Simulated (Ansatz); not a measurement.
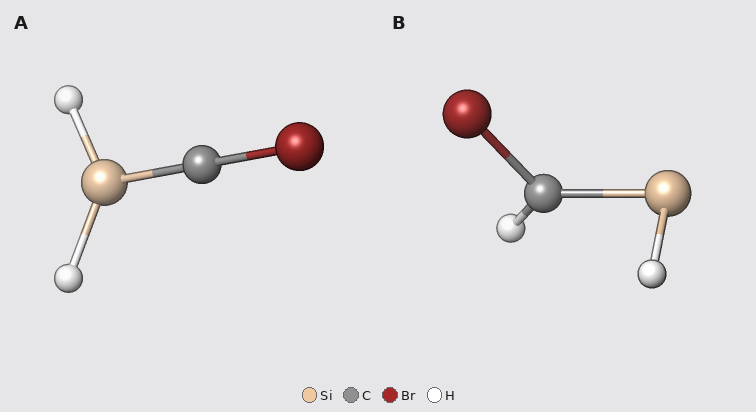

2 stationary structures of one formula. The species has charge +1 and is a spin singlet. Geometries: PBE0-D4/def2-TZVP. Electronic energies: RHF-CCSD(T) (frozen core)/def2-TZVPP (Ansatz 0.2.0), without zero-point energy. No frequency run is at hand to confirm each as a minimum.

Which structure is the most stable?

B is lowest (C1); A lies 15.8 kcal/mol above it.

Give E(B) − E(A) in kcal/mol at these levels too: PBE0-D4/def2-TZVP; PBE0-D4/def2-TZVPP; B3LYP-D4/def2-TZVPP; RHF-CCSD(T) (frozen core)/def2-TZVPP; ωB97M-V/def2-TZVPP; r2SCAN-D4/def2-TZVPP; PBE-D4/def2-TZVPP.

| level | E(B) − E(A) (kcal/mol) |
| --- | --- |
| PBE0-D4/def2-TZVP | −18.4 |
| PBE0-D4/def2-TZVPP | −18.5 |
| B3LYP-D4/def2-TZVPP | −18.4 |
| RHF-CCSD(T) (frozen core)/def2-TZVPP | −15.8 |
| ωB97M-V/def2-TZVPP | −18.3 |
| r2SCAN-D4/def2-TZVPP | −17.1 |
| PBE-D4/def2-TZVPP | −18.9 |
